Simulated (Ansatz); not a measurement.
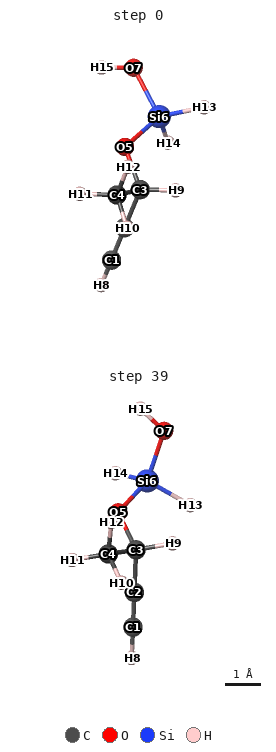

The structure of C$_{4}$H$_{8}$O$_{2}$Si before (top) and after (bottom) a relaxation, at one scale.

The picture is a ball-and-stick view, seen from a free direction.

The run prepares an end point of a later path (torsion) calculation, from a guessed geometry.

These are results of Ansatz 0.2.0, RKS B3LYP-D4/def2-SVP, not measurements. Set-up: no spin polarisation; force threshold 0.015 eV/Å; at most 40 steps.

### What changed between the two?

The relaxation stopped without meeting its thresholds, so the last structure isn't shown to be converged. It used up its limit of 40 steps. The energy falls by 11.2 kcal/mol in 36 accepted moves (39 points after the start). Largest force component: 3.4 eV/Å at the start, 0.043 eV/Å at the end. The line search rejected the trial steps at points 8, 33, 38 of the run. The forces were under the threshold at step 25, but the run went on from there. The largest moves after the best rigid fit, 1.77 Å, are those of H13 and H14. By element the largest moves are H 1.77 Å, O 1.13 Å, C 0.67 Å, Si 0.46 Å. Some distances before and after: C3–C4 1.634 → 1.528 Å, C3–H9 1.035 → 1.108 Å, C1–H8 1.015 → 1.074 Å, C4–H12 1.062 → 1.100 Å. Bond angles that change, for instance: C3–O5–Si6 119.1° → 125.9°, C2–C1–H8 174.5° → 179.8°, H10–C4–H12 113.9° → 109.2°. Groups turn about O5–Si6 by about 75°, Si6–O7 by about 50°.
